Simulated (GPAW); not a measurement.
**Geometry or basis: what sets the conductance of an In chain with an Fe atom on top of one atom**

How well does an In chain with an Fe atom on top of one atom conduct once its atoms have relaxed, and how much do cheaper levels lose?

Program: GPAW 26.7.0. Level of theory: GPAW LCAO, PAW setups; relaxation of the junction within the symmetry of its start, lead ends held, in the first sound run; inputs show where later runs differ. Results are calculated unless marked as measured.

### Step 1. The starting structure

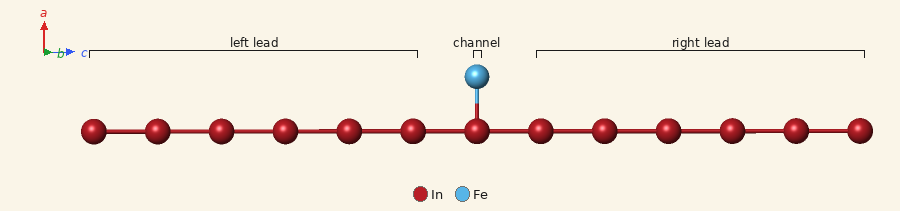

The cell as given, from the side, with the c axis across the page (indium red, iron blue).

The cell holds 14 atoms: 13 In and 1 Fe. Cell: a = 9.000 Å, b = 9.000 Å, c = 38.350 Å, α = 90.0°, β = 90.0°, γ = 90.0°. Regions: left lead, 6 atoms (6 In); channel, 2 atoms (1 In and 1 Fe); right lead, 6 atoms (6 In). Vacuum lies along a and b. The structure is stacked along c, and the current runs across the ab planes.

### Step 2. Relaxation

Transmission follows bond lengths closely, so the atoms between the held lead ends are relaxed first, within whatever symmetry the start has.

The input, run.py:

```python
import json
from ase import Atoms
from ase.constraints import FixAtoms
from ase.optimize import BFGS
from gpaw import GPAW, FermiDirac

device = Atoms(
    ['In', 'In', 'In', 'In', 'In', 'In', 'In', 'Fe', 'In', 'In', 'In', 'In', 'In', 'In'],
    positions=[
        [4.50000, 4.50000, 1.47500],
        [4.50000, 4.50000, 4.42500],
        [4.50000, 4.50000, 7.37500],
        [4.50000, 4.50000, 10.32500],
        [4.50000, 4.50000, 13.27500],
        [4.50000, 4.50000, 16.22500],
        [4.50000, 4.50000, 19.17500],
        [7.00050, 4.50000, 19.17500],
        [4.50000, 4.50000, 22.12500],
        [4.50000, 4.50000, 25.07500],
        [4.50000, 4.50000, 28.02500],
        [4.50000, 4.50000, 30.97500],
        [4.50000, 4.50000, 33.92500],
        [4.50000, 4.50000, 36.87500]],
    cell=[[9.0, 0.0, 0.0], [0.0, 9.0, 0.0], [0.0, 0.0, 38.35]],
    pbc=True,
    magmoms=[0.0, 0.0, 0.0, 0.0, 0.0, 0.0, 0.0, 3.0, 0.0, 0.0, 0.0, 0.0, 0.0, 0.0])

device.set_constraint(FixAtoms([0, 1, 2, 3, 4, 9, 10, 11, 12, 13]))
device.calc = GPAW(mode='lcao', basis='dzp', xc='PBE', h=0.18,
                   kpts={'size': (1, 1, 2), 'gamma': True},
                   symmetry={'tolerance': 1e-3, 'extra_ids': [1, 1, 1, 1, 1, 0, 0, 0, 0, 1, 1, 1, 1, 1]},
                   occupations=FermiDirac(0.1), maxiter=250,
                   mixer=dict(beta=0.05, nmaxold=8, weight=100.0),
                   convergence=dict(density=0.0001), txt='relax.txt')
path = []
opt = BFGS(device, maxstep=0.15)
opt.attach(lambda: path.append((device.get_potential_energy(), device.positions.tolist(), device.get_forces().tolist())))
relaxed = bool(opt.run(fmax=0.05, steps=50))
json.dump(dict(relaxed=relaxed, path=path, positions=device.positions.tolist(), moments=device.get_magnetic_moments().tolist(),
               forces=device.get_forces(apply_constraint=False).tolist()), open('result.json', 'w'))
```

Command:

```
$ OMP_NUM_THREADS=1 OPENBLAS_NUM_THREADS=1 python run.py
```

The log of the run:

```text
Step          Energy          fmax
BFGS:    0      -21.092937        0.791268
BFGS:    1      -21.105697        0.679606
BFGS:    2      -21.146477        0.285347
BFGS:    3      -21.152926        0.394626
BFGS:    4      -21.168176        0.636682
BFGS:    5      -21.185545        0.721077
BFGS:    6      -21.299286        0.889669
BFGS:    7      -21.449094        0.956484
BFGS:    8      -21.613116        0.960634
BFGS:    9      -21.835226        1.073257
BFGS:   10      -22.013996        0.998206
BFGS:   11      -22.130553        0.735768
BFGS:   12      -22.183347        0.372236
BFGS:   13      -22.205642        0.298697
BFGS:   14      -22.209634        0.157744
BFGS:   15      -22.210922        0.148241
BFGS:   16      -22.211945        0.242444
BFGS:   17      -22.219639        0.101691
BFGS:   18      -22.220460        0.054853
BFGS:   19      -22.220691        0.043623
```

Run time: 53 min. Hardware: 1 thread of Arm Neoverse V2, shared host; peak memory 2.1 GiB.

The steps of the relaxation:

| step | energy less that of the first step (eV) | largest force (eV/Å) |
| --- | --- | --- |
| 1 | 0.0000 | 0.7913 |
| 2 | -0.0121 | 0.6796 |
| 3 | -0.0478 | 0.2853 |
| 4 | -0.0529 | 0.3946 |
| 5 | -0.0639 | 0.6367 |
| 6 | -0.0815 | 0.7211 |
| 7 | -0.2026 | 0.8897 |
| 8 | -0.3608 | 0.9565 |
| 9 | -0.5316 | 0.9606 |
| 10 | -0.7835 | 1.0733 |
| 11 | -0.9939 | 0.9982 |
| 12 | -1.1356 | 0.7358 |
| 13 | -1.1925 | 0.3722 |
| 14 | -1.2112 | 0.2987 |
| 15 | -1.2150 | 0.1577 |
| 16 | -1.2160 | 0.1482 |
| 17 | -1.2087 | 0.2424 |
| 18 | -1.2201 | 0.1017 |
| 19 | -1.2221 | 0.0549 |
| 20 | -1.2223 | 0.0436 |

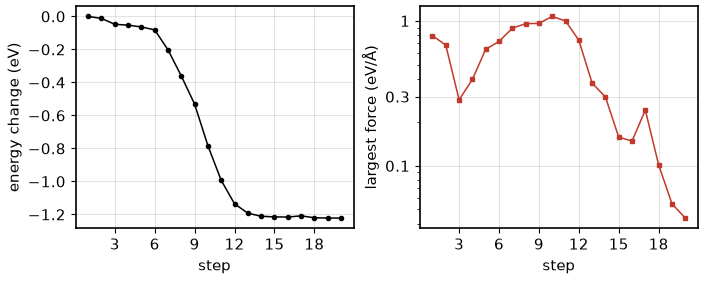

Energy and largest force along the relaxation.

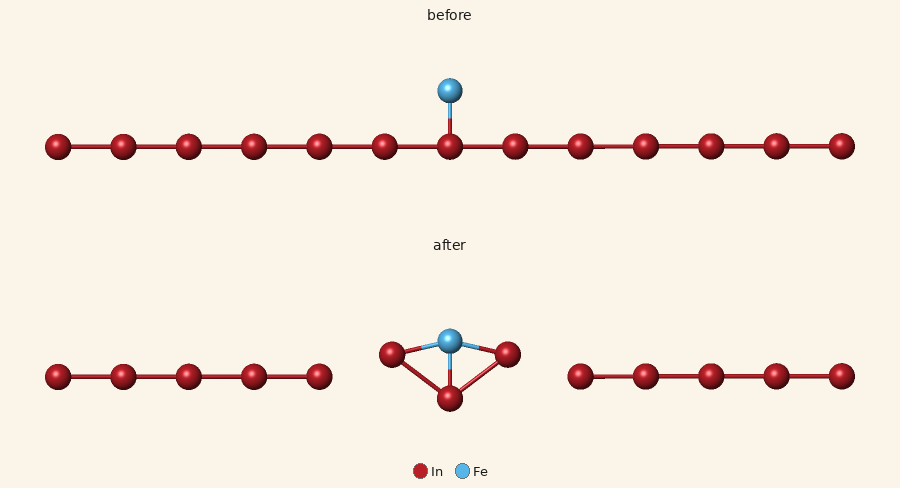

The structure before and after the relaxation, drawn at the same scale.

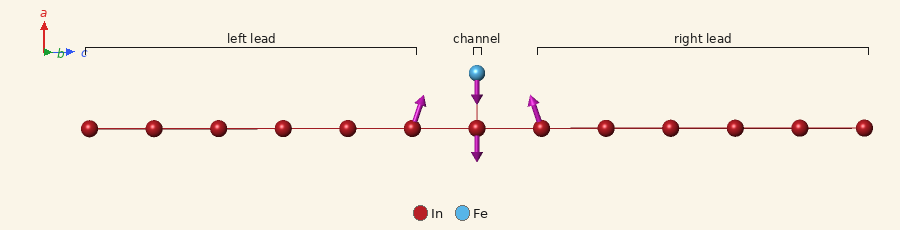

Displacements in the relaxation, exaggerated; the longest in the cell stands for 1.04 Å.

The atoms that moved most (Å):

| atom | dx | dy | dz | length |
| --- | --- | --- | --- | --- |
| In9 | 0.984 | 0.000 | -0.336 | 1.039 |
| In6 | 0.984 | 0.000 | 0.336 | 1.039 |
| In7 | -0.984 | 0.000 | 0.000 | 0.984 |
| Fe8 | -0.916 | 0.000 | 0.000 | 0.916 |

This step gave:

| Quantity | Value |
| --- | --- |
| sum of the site moments | 2.597 μB |

Site moment by atom:

| atom | site moment (μB) |
| --- | --- |
| In1 | -0.07 |
| In2 | -0.03 |
| In3 | 0.04 |
| In4 | 0.10 |
| In5 | 0.06 |
| In6 | -0.08 |
| In7 | -0.15 |
| Fe8 | 2.70 |
| In9 | -0.08 |
| In10 | 0.06 |
| In11 | 0.10 |
| In12 | 0.04 |
| In13 | -0.03 |
| In14 | -0.07 |

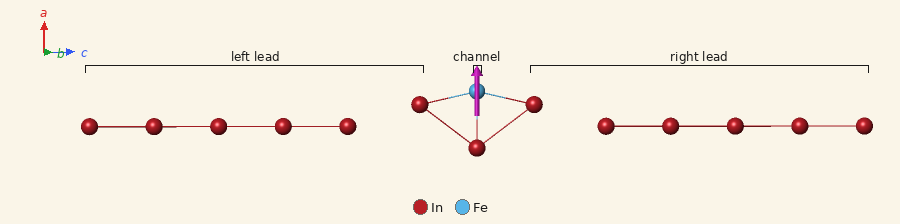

Site moment as arrows, the longest 2.70 μB. Up and down stand for the sign. Arrows give size and sign along the axis of quantisation, drawn up and down the page.

The relaxation lowered the energy of the cell by 1.22 eV (energies extrapolated to zero smearing; the optimiser's log prints free energies). The largest force left on a free atom is 0.044 eV/Å.

### Step 3. GPAW, dzp

Localised orbitals split the wire into layers that couple to their neighbours alone, which is what the Green's function method needs; double zeta with polarisation is the usual level for numbers.

This step: GPAW LCAO, PAW setups; Landauer transmission from Green's functions with principal layers (ASE), zero bias (GPAW 26.7.0).

The input, run.py:

```python
import json
import numpy as np
from ase import Atoms
from ase.transport.calculators import TransportCalculator
from gpaw import GPAW, FermiDirac
from gpaw.lcao.tools import get_lcao_hamiltonian
from scipy.linalg import eigh

# The junction with lead layers at both ends, along the third cell vector
device = Atoms(
    ['In', 'In', 'In', 'In', 'In', 'In', 'In', 'Fe', 'In', 'In', 'In', 'In', 'In', 'In'],
    positions=[
        [4.50000, 4.50000, 1.47500],
        [4.50000, 4.50000, 4.42500],
        [4.50000, 4.50000, 7.37500],
        [4.50000, 4.50000, 10.32500],
        [4.50000, 4.50000, 13.27500],
        [5.48361, 4.50000, 16.56122],
        [3.51633, 4.50000, 19.17500],
        [6.08437, 4.50000, 19.17500],
        [5.48361, 4.50000, 21.78878],
        [4.50000, 4.50000, 25.07500],
        [4.50000, 4.50000, 28.02500],
        [4.50000, 4.50000, 30.97500],
        [4.50000, 4.50000, 33.92500],
        [4.50000, 4.50000, 36.87500]],
    cell=[[9.0, 0.0, 0.0], [0.0, 9.0, 0.0], [0.0, 0.0, 38.35]],
    pbc=True,
    magmoms=[0.0, 0.0, 0.0, 0.0, 0.0, 0.0, 0.0, 3.0, 0.0, 0.0, 0.0, 0.0, 0.0, 0.0])

# One principal layer of the lead: the first 3 atoms of the device
lead = Atoms(
    ['In', 'In', 'In'],
    positions=[
        [4.50000, 4.50000, 1.47500],
        [4.50000, 4.50000, 4.42500],
        [4.50000, 4.50000, 7.37500]],
    cell=[[9.0, 0.0, 0.0], [0.0, 9.0, 0.0], [0.0, 0.0, 8.85]],
    pbc=True,
    magmoms=[0.0, 0.0, 0.0])

settings = dict(mode='lcao', basis='dzp', xc='PBE', h=0.18,
                occupations=FermiDirac(0.1), maxiter=250,
                mixer=dict(beta=0.05, nmaxold=8, weight=100.0),
                convergence=dict(density=0.0001))
energies = np.arange(-2, 2 + 1e-9, 0.025)
eta = 0.0001
n1, n2 = 1, 1
# k and -k transmit alike, so half of the mesh across the current serves
mesh = [(i, j) for i in range(n1) for j in range(n2) if (i, j) <= (-i % n1, -j % n2)]
weights = np.array([1 if (i, j) == (-i % n1, -j % n2) else 2 for i, j in mesh]) / (n1 * n2)

# [... helper functions left out ...]
fermi_lead = ground_state(lead, (1, 1, 13), 'lead.txt')
fermi_device = ground_state(device, (1, 1, 2), 'device.txt')
# [... loop over the mesh left out, but for ...]
        # Shift the lead onto the potential of the device's first layer
        shift = ((H[:, 0, 0] - H0[:, 0, 0]) / S0[0, 0]).real.mean()
# [...]
kT = 8.617333e-5 * 300
bias = [0.1, 0.2, 0.5, 1.0, 1.5, 2.0]
# [... integrals and printing left out ...]
```

The log of the run:

```text
basis functions: device 314, principal layer 69
Fermi level: lead -2.2014 eV, device -2.0994 eV; lead shifted by -0.0014 eV
largest coupling past the next layer 1.88e-06 eV, largest misfit of the first layer 0.195 eV
  E-E_F (eV)   T up        T down      channels up  channels down
    -2.000    3.5064e-02  3.3984e-03    1.0000    1.0000
    -1.975    6.9743e-03  6.5932e-04    1.0000    1.0000
    -1.950    7.9352e-08  5.8300e-09    0.0000    0.0000
    -1.925    2.8642e-08  1.7377e-09    0.0000    0.0000
    -1.900    1.7968e-08  8.9801e-10    0.0000    0.0000
    -1.875    1.4533e-08  5.8462e-10    0.0000    0.0000
    -1.850    1.4052e-08  4.3645e-10    0.0000    0.0000
    -1.825    1.6015e-08  3.5849e-10    0.0000    0.0000
    -1.800    2.2137e-08  3.1691e-10    0.0000    0.0000
    -1.775    4.1190e-08  2.9763e-10    0.0000    0.0000
    -1.750    1.5309e-07  2.9458e-10    0.0000    0.0000
    -1.725    7.4433e-06  3.0569e-10    0.0000    0.0000
    -1.700    6.7980e-08  3.3152e-10    0.0000    0.0000
    -1.675    1.6029e-08  3.7511e-10    0.0000    0.0000
    -1.650    6.1903e-09  4.4257e-10    0.0000    0.0000
    -1.625    2.8711e-09  5.4476e-10    0.0000    0.0000
[...]
1.825    1.5847e+00  1.6735e+00    3.0000    3.0000
     1.850    1.5555e+00  1.6842e+00    3.0000    3.0000
     1.875    1.5327e+00  1.6955e+00    3.0000    3.0000
     1.900    1.5163e+00  1.7072e+00    3.0000    3.0000
     1.925    1.5063e+00  1.7191e+00    3.0000    3.0000
     1.950    1.5023e+00  1.7307e+00    3.0000    3.0000
     1.975    1.5040e+00  1.7408e+00    3.0000    3.0000
     2.000    1.5112e+00  1.7466e+00    3.0000    3.0000
conductance at 300 K: 0.97333 G0 a cell; thermopower -2.463 uV/K
current from the zero-bias T(E) at 0.1 V: 7.5559 uA
current from the zero-bias T(E) at 0.2 V: 15.202 uA
current from the zero-bias T(E) at 0.5 V: 39.244 uA
current from the zero-bias T(E) at 1.0 V: 86.2 uA
current from the zero-bias T(E) at 1.5 V: 140.61 uA
current from the zero-bias T(E) at 2.0 V: 199.13 uA
```

The job ended after 6.7 min (1 thread; peak memory 2.3 GiB).

This step gave:

* conductance: 0.9733 G₀
* largest coupling past the next principal layer: 1.88e-6 eV
* largest misfit of the first principal layer: 0.1954 eV
* shift that aligns the lead: -0.001424 eV
* basis functions of the junction: 314
* basis functions of a principal layer: 69
* transmission at the Fermi level, spin up: 0.9587
* lead channels, spin up: 3
* transmission at the Fermi level, spin down: 0.9784
* lead channels, spin down: 3

Each spin. Transmission, zone mean against energy, zero at the Fermi level:

| energy (eV) | T, spin up | T, spin down |
| --- | --- | --- |
| -2.0000 | 0.0351 | 0.00340 |
| -1.7500 | 1.5e-7 | 2.9e-10 |
| -1.5000 | 2.0e-10 | 3.3e-9 |
| -1.2500 | 0.338 | 0.589 |
| -1.0000 | 0.891 | 0.974 |
| -0.7500 | 0.893 | 0.475 |
| -0.5000 | 0.872 | 0.486 |
| -0.2500 | 0.910 | 0.681 |
| 0.0000 | 0.959 | 0.978 |
| 0.2500 | 1.86 | 1.15 |
| 0.5000 | 2.49 | 1.47 |
| 0.7000 | 2.09 | 2.87 |
| 0.7500 | 2.08 | 1.89 |
| 0.8250 | 2.27 | 2.58 |
| 0.8500 | 2.30 | 2.53 |
| 1.0000 | 1.52 | 2.19 |
| 1.2500 | 1.69 | 1.61 |
| 1.5000 | 1.86 | 1.77 |
| 1.5750 | 1.91 | 1.69 |
| 1.7500 | 1.71 | 1.65 |
| 2.0000 | 1.51 | 1.75 |

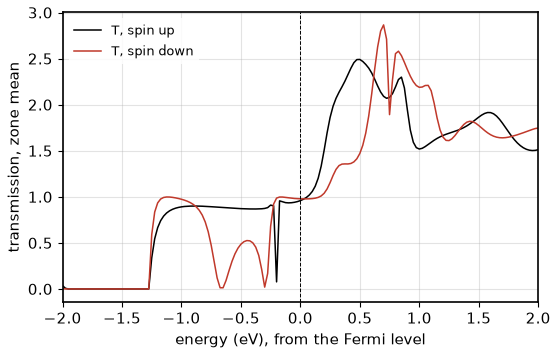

Transmission, zone mean against energy.

Crossings of the lead's bands, unfolded to its shortest repeat. The open channels, zone mean by energy, zero at the Fermi level:

| energy (eV) | channels, spin up | channels, spin down |
| --- | --- | --- |
| -2.000 | 1 | 1 |
| -1.800 | 0 | 0 |
| -1.600 | 0 | 0 |
| -1.400 | 0 | 0 |
| -1.200 | 1 | 1 |
| -1.000 | 1 | 1 |
| -0.800 | 1 | 1 |
| -0.600 | 1 | 1 |
| -0.400 | 1 | 1 |
| -0.200 | 1 | 1 |
| 0.000 | 3 | 3 |
| 0.200 | 3 | 3 |
| 0.400 | 3 | 3 |
| 0.600 | 3 | 3 |
| 0.800 | 3 | 3 |
| 1.000 | 3 | 3 |
| 1.200 | 3 | 3 |
| 1.400 | 3 | 3 |
| 1.600 | 3 | 3 |
| 1.800 | 3 | 3 |
| 2.000 | 3 | 3 |

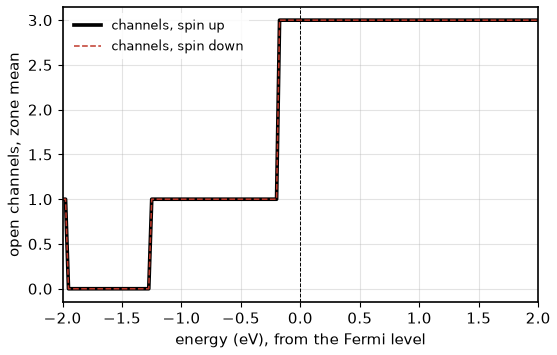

Open channels, zone mean, plotted against energy.

Not self-consistent under bias; the bias window is split evenly. Table of current through one cell, from the zero-bias transmission by bias:

| bias (V) | current through one cell, from the zero-bias transmission (μA) |
| --- | --- |
| 0.100 | 7.56 |
| 0.200 | 15.2 |
| 0.500 | 39.2 |
| 1.000 | 86.2 |
| 1.500 | 141 |
| 2.000 | 199 |

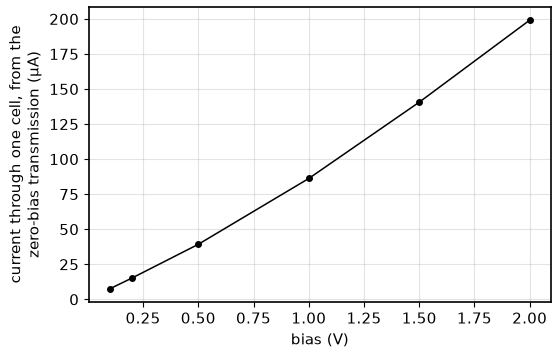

Current through one cell, from the zero-bias transmission, plotted against bias.

The transmission of the three most open eigenchannels by energy, zero at the Fermi level:

| energy (eV) | channel 1 up | channel 2 up | channel 3 up | channel 1 down | channel 2 down | channel 3 down |
| --- | --- | --- | --- | --- | --- | --- |
| -2.0000 | 0.0351 | 0 | 0 | 0.00340 | 0 | 0 |
| -1.7500 | 1.5e-7 | 0 | 0 | 2.9e-10 | 0 | 0 |
| -1.5000 | 2.0e-10 | 0 | 0 | 3.3e-9 | 0 | 0 |
| -1.2500 | 0.338 | 0 | 0 | 0.589 | 0 | 0 |
| -1.0000 | 0.891 | 0 | 0 | 0.974 | 0 | 0 |
| -0.7500 | 0.893 | 0 | 0 | 0.475 | 0 | 0 |
| -0.5000 | 0.872 | 0 | 0 | 0.486 | 0 | 0 |
| -0.2500 | 0.910 | 2.4e-10 | 1.0e-10 | 0.681 | 1.6e-12 | 0 |
| 0.0000 | 0.946 | 0.00672 | 0.00559 | 0.978 | 6.4e-4 | 1.5e-7 |
| 0.2500 | 0.973 | 0.656 | 0.232 | 0.991 | 0.154 | 0.00880 |
| 0.5000 | 0.996 | 0.899 | 0.596 | 0.988 | 0.323 | 0.159 |
| 0.7500 | 0.991 | 0.794 | 0.294 | 0.921 | 0.908 | 0.0641 |
| 1.0000 | 0.989 | 0.492 | 0.0379 | 0.858 | 0.806 | 0.524 |
| 1.2500 | 0.939 | 0.722 | 0.0282 | 0.848 | 0.659 | 0.104 |
| 1.5000 | 0.926 | 0.894 | 0.0451 | 0.969 | 0.775 | 0.0302 |
| 1.7500 | 0.830 | 0.824 | 0.0510 | 0.874 | 0.734 | 0.0399 |
| 2.0000 | 0.770 | 0.653 | 0.0889 | 0.995 | 0.704 | 0.0469 |

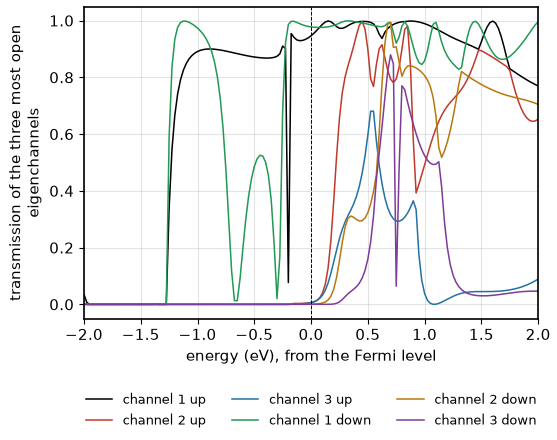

Transmission of the three most open eigenchannels against energy.

Couplings past the next layer reach 1.9e-6 eV, small enough to drop; the matrix elements of the cell's first layer differ from the bulk lead's by up to 0.20 eV. That layer keeps its own values in the calculation, and only beyond it is the lead taken as perfect. The Fermi levels of lead and junction count from different zeros of potential, one for each periodic cell; with both set to zero, the small remaining shift is what aligns them. By hand: G = 0.9733 × 77.48 μS = 75.4 μS, a resistance of 13.3 kΩ; at 0.1 V a linear junction would pass 7.54 μA, and the integral over the bias window gives 7.56 μA.

[end of part 1 of 3]

[Logs are printed without paths, hosts, clocks, repeated set-up lines and the standing remarks that a program may print on its own settings, such as how far it seeks lower states.]

[Hosts, paths, dates, database ids (printed as entryN), source tags and the programs' standing remarks are cut or masked in the printed files.]
